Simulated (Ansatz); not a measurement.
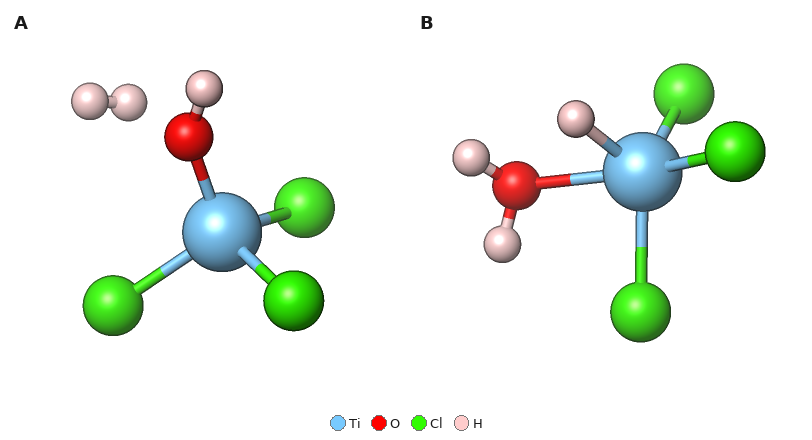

2 stationary structures of one formula. The species is neutral and a spin singlet. Geometries: PBE0-D4/def2-TZVP. Electronic energies: ωB97M-V/def2-TZVPP (Ansatz 0.2.0), without zero-point energy. Each is one conformer, not always the lowest.

### Which is lowest in energy, and by how much?

A is lowest (a minimum); B lies 81.1 kJ/mol above it (C1, a minimum).

Give E(B) − E(A) in kJ/mol at these levels too: RHF-CCSD(T) (frozen core)/def2-TZVPP; PBE0-D4/def2-TZVP; PBE-D4/STO-3G; SPW92 (LDA)/def2-TZVPP; ωB97X-V/def2-TZVPP; r2SCAN0-D4/def2-TZVPP; PBE-QIDH (frozen core)/def2-TZVPP; B3LYP-D4/6-31G.

| level | E(B) − E(A) (kJ/mol) |
| --- | --- |
| RHF-CCSD(T) (frozen core)/def2-TZVPP | +89.0 |
| PBE0-D4/def2-TZVP | +90.5 |
| PBE-D4/STO-3G | +167.9 |
| SPW92 (LDA)/def2-TZVPP | +75.2 |
| ωB97X-V/def2-TZVPP | +87.9 |
| r2SCAN0-D4/def2-TZVPP | +86.5 |
| PBE-QIDH (frozen core)/def2-TZVPP | +87.5 |
| B3LYP-D4/6-31G | +111.3 |
